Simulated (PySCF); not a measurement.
CH3F (fluoromethane)

```json
{"atom": "C", "x (Å)": "-0.0410", "y (Å)": "0.2818", "z (Å)": "0.1863"}
{"atom": "F", "x (Å)": "0.2812", "y (Å)": "-0.6723", "z (Å)": "-0.7796"}
{"atom": "H", "x (Å)": "0.8824", "y (Å)": "0.8421", "z (Å)": "0.5165"}
{"atom": "H", "x (Å)": "-0.7695", "y (Å)": "0.8936", "z (Å)": "-0.2900"}
{"atom": "H", "x (Å)": "-0.4317", "y (Å)": "-0.2530", "z (Å)": "1.0804"}
```

Geometry: GFN2-xTB, MD frame at 250 fs, 300 K.

Method: PySCF, PBE0/pcSseg-1, SCF density, gas phase, non-relativistic.

What can the converged electron density and electron localisation function tell about the bonding?

C–F (1.40 Å): ρ at the midpoint is about 2 e/Å³, with its minimum of 1.6 e/Å³ about 0.5 Å from C; the ELF peaks at about 0.85 between the atoms, as expected for a shared but strongly polarised pair.

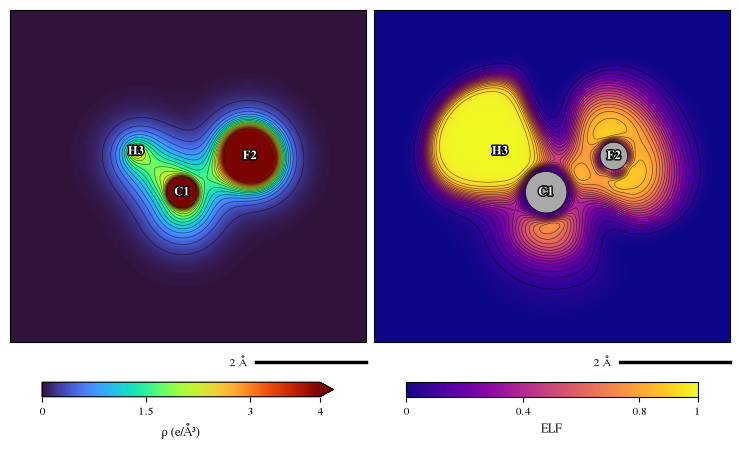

Computed electron density and electron localisation function on the plane of atoms F2, C1 and H3, in this order. Grey discs cover the atomic cores in the ELF map. 
